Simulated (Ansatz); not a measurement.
# CH3FO (SMILES OCF): CCSD/aug-cc-pVDZ

What is the vertical electron affinity of CH3FO at CCSD/aug-cc-pVDZ? 

Program for the calculation: Ansatz 0.2.0.

42 further runs of the same task are left out: 42 set aside as unsound or not needed. Runs told in other sessions of the task aren't counted.

### Step 1. The system as given

CH3FO: 6 atoms, total charge 0, spin state singlet. As SMILES, `OCF`. The shape is that of a PBE0-D4/def2-TZVP optimisation. This is one conformer, not always the lowest.

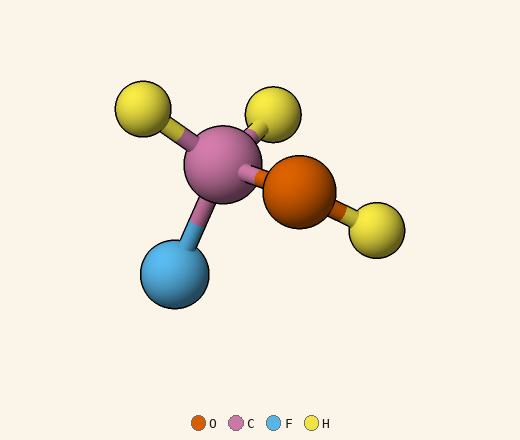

Viewed from a chosen angle; oxygen orange, carbon pink, fluorine blue, hydrogen yellow.

### Step 2. The energy at CCSD/aug-cc-pVDZ

File job.yaml:

```yaml
crystal:
  periodic: [false, false, false]
  atoms:
    - {symbol: O, position_ang: [-0.794000, -0.697200, -0.247400]}
    - {symbol: C, position_ang: [0.250200, 0.049000, 0.230800]}
    - {symbol: F, position_ang: [-0.094100, 1.383200, 0.323800]}
    - {symbol: H, position_ang: [-0.928700, -0.495100, -1.178000]}
    - {symbol: H, position_ang: [1.136800, 0.004900, -0.412500]}
    - {symbol: H, position_ang: [0.472100, -0.308800, 1.237300]}
basis:
  gaussian:
    orbitals: aug-cc-pVDZ
correlation:
  method: ccsd
  frozen_orbitals: {C: 1, F: 1, H: 0, O: 1}
accuracy: high
scf:
  omitted_lower_state_checks: [cluster_reference, increment]
```

Run with:

```sh
$ ansatz run job.yaml --threads 1 --pin off --max-ram 2610MiB --events-out events.jsonl --progress --plain --runs-dir runs
```

Standard output, shortened:

```text
Warning: RAYON_NUM_THREADS=1 ignored (pool sized by the plan → 1); use --threads N
Functional definition: HF
  name "HF"
[...]
1952 factors; integrals over basis functions are off by at most 3.1e-9 eV
[...]
mean field -5821.60800955 eV, -213.9401483234 hartree, gradient 3.0e-8 eV, S^2 0.000000; 0 other end points of the search recorded, 0 dependent functions left out
3 core orbitals not correlated: weight in the atoms' cores, before any rotation towards them, 1.000 or more for the frozen orbitals, at most 0.000 for the correlated occupied ones
reference -5821.60800955 eV, -213.9401483234 hartree; 10, 10 occupied and 83, 83 virtual orbitals, 1952 factors
second order -15.04457538 eV of doubles, -0.00000000 eV of singles
cycle   1  -15.14127868 eV  change   -9.7e-2 eV  update   8.8e-2
[...]
cycle  20  -15.57108211 eV  change    1.3e-9 eV  update   1.8e-9
Total energy: -5837.17909166 eV, -214.5123750364 hartree
Checks for a lower state left out: cluster_reference, increment
```

Wall time 16 s (1 thread of Arm Neoverse V2, shared host); peak memory 0.67 GiB.

### Step 3. The doublet anion at the same level

File in.yaml:

```yaml
crystal:
  periodic: [false, false, false]
  atoms:
    - {symbol: O, position_ang: [-0.794000, -0.697200, -0.247400]}
    - {symbol: C, position_ang: [0.250200, 0.049000, 0.230800]}
    - {symbol: F, position_ang: [-0.094100, 1.383200, 0.323800]}
    - {symbol: H, position_ang: [-0.928700, -0.495100, -1.178000]}
    - {symbol: H, position_ang: [1.136800, 0.004900, -0.412500]}
    - {symbol: H, position_ang: [0.472100, -0.308800, 1.237300]}
basis:
  gaussian: {orbitals: aug-cc-pVDZ}
accuracy: high
scf: {omitted_lower_state_checks: [cluster_reference, increment]}
magnetization: {spin_polarized: true, initial_magnetization: 1}
total_charge: -1
correlation: {method: ccsd, frozen_orbitals: {C: 1, F: 1, H: 0, O: 1}}
```

Run with:

```sh
$ ansatz run in.yaml --threads 1 --pin off --max-ram 2610MiB --events-out events.jsonl --progress --plain --runs-dir runs
```

Standard output, shortened:

```text
Warning: RAYON_NUM_THREADS=1 ignored (pool sized by the plan → 1); use --threads N
[... 2 set-up lines as earlier in the session ...]
[...]
1952 factors; integrals over basis functions are off by at most 3.1e-9 eV
[...]
mean field -5820.73648790 eV, -213.9081204934 hartree, gradient 6.0e-8 eV, S^2 0.750124; 8 other end points of the search recorded, 0 dependent functions left out
3 core orbitals not correlated: weight in the atoms' cores, before any rotation towards them, 1.000 or more for the frozen orbitals, at most 0.000 for the correlated occupied ones
reference -5820.73648790 eV, -213.9081204934 hartree; 11, 10 occupied and 82, 83 virtual orbitals, 1952 factors
second order -15.17815903 eV of doubles, -0.00000000 eV of singles
cycle   1  -15.26789751 eV  change   -9.0e-2 eV  update   9.5e-2
[...]
cycle  31  -15.72238720 eV  change  -3.9e-10 eV  update   1.4e-9
Total energy: -5836.45887510 eV, -214.4859075659 hartree
Checks for a lower state left out: cluster_reference, increment
```

Wall time 85 s (1 thread of Arm Neoverse V2, shared host); peak memory 1.4 GiB.

### Step 4. Summary of results

At CCSD/aug-cc-pVDZ, 3 core orbitals frozen:

```
                                                  quantity          value
                               singlet CH3FO: total energy  -214.51238 Eh
singlet CH3FO: correlation energy (3 core orbitals frozen)     -572.2 mEh
                              singlet CH3FO: T1 diagnostic          0.013
                               doublet anion: total energy  -214.48591 Eh
doublet anion: correlation energy (3 core orbitals frozen)     -577.8 mEh
          doublet anion: ⟨S²⟩ of the reference determinant          0.750
                              doublet anion: T1 diagnostic          0.020
         vertical electron affinity (to the doublet anion)      -0.720 eV
```

In words: The anion lies 0.72 eV (69.5 kJ/mol) above the neutral: the electron isn't bound at this level, and such a value depends on the basis.
